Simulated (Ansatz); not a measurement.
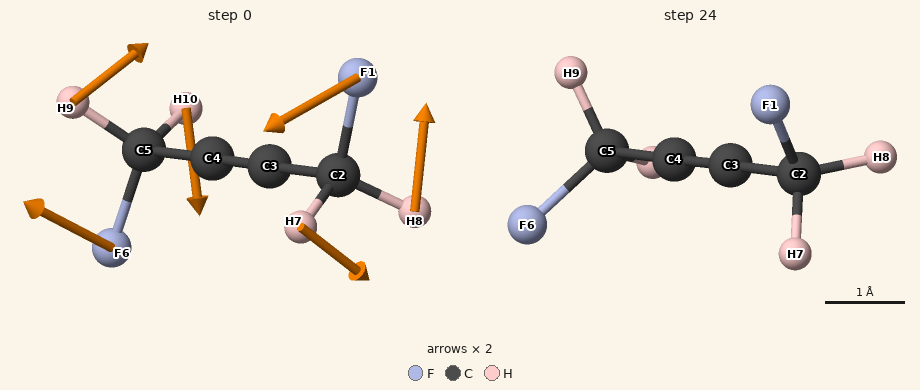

The structure of C4H4F2 before (left) and after (right) a relaxation, at one scale. The orange arrows give the displacements, magnified 2 times.

Style: ball-and-stick. Shown from a free direction.

The start comes from PBE-D4/def2-SVP.

Method: Ansatz 0.2.0, RKS PBE0-D4/def2-TZVP. (force threshold 0.005 eV/Å; at most 150 steps)

Question: Describe what moved and what it gained.

Answer: The largest moves after the best rigid fit, 0.79 Å, are those of F1 and F6. By element the largest moves are F 0.79 Å, H 0.70 Å, C 0.04 Å. Among the contacts that change: C3–C4 1.223 → 1.201 Å, C2–H7 1.115 → 1.095 Å, C2–C3 1.462 → 1.448 Å, C5–F6 1.387 → 1.381 Å. Over 21 accepted moves (24 points after the start) the energy falls by 10.1 kJ/mol. The largest force component goes from 1.8 to 0.0032 eV/Å. The line search rejected the trial steps at points 12, 16, 18 of the run.
